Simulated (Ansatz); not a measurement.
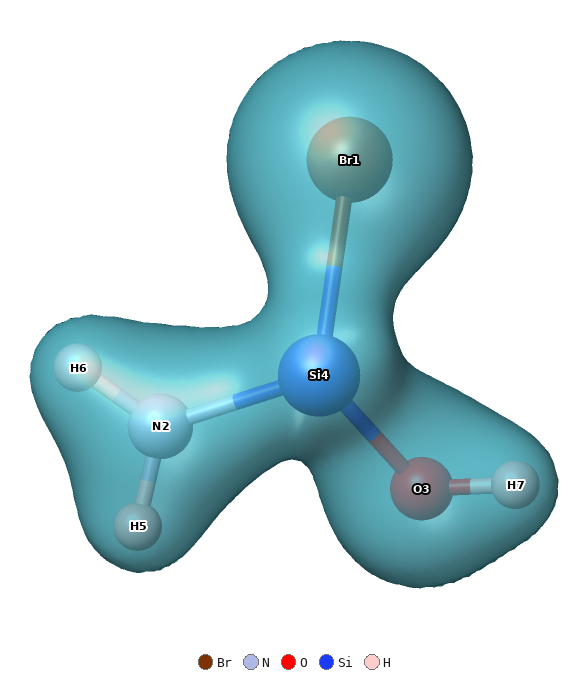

Figure 1: BrH3NOSi (doublet). Isosurface of the electron density at 0.3 e/Å³ (cyan), seen across its widest extent.

Geometry: B3LYP-D3(BJ)/def2-SVP.

The calculation used Ansatz 0.2.0, isolated molecule in a Gaussian basis; Kohn-Sham density functional theory, functional PBE0.

```xyz
7

Br    0.2473    1.3155   -1.7056
N    -2.8021    0.7769   -0.7449
O    -2.0951   -0.7885   -2.7806
Si   -1.4868   -0.1379   -1.3672
H    -3.7545    0.4331   -0.8318
H    -2.6813    1.4124    0.0368
H    -1.5378   -1.4510   -3.2082
```

**Which contacts does the surface bridge?**

At this value the surface is in one piece. It bridges the sampled Si–O (1.67 Å), Si–N (1.72 Å), Si–Br (2.29 Å) and O–H (0.97 Å) contacts, where the density stays above the isovalue. On the grid the lowest density along these lines, outside the cores, is 0.98 e/Å³ (Si–O, 1.67 Å), 0.97 e/Å³ (Si–N, 1.72 Å), 0.55 e/Å³ (Si–Br, 2.29 Å) and 2.4 e/Å³ (O–H, 0.97 Å).
